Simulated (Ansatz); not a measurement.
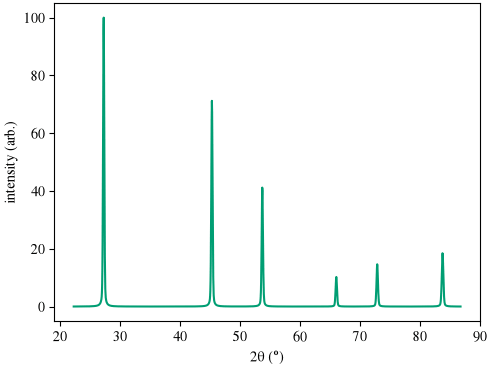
*Simulated powder pattern, Cu Kα, λ = 1.54184 Å*

The pattern belongs to a structure relaxed with DFT-r²SCAN+D4 in the program Ansatz with PAW potentials.

Question: Which compound is it?
(A) Ge, diamond
(B) P, black phosphorus
(C) C, graphite
(D) I, molecular I2 type

Answer: A, Ge, diamond

Space group Fd-3m (diamond). The cell was relaxed with r²SCAN+D4 under the symmetry of its start.

Potentials: the earlier of the program's two PAW sets.
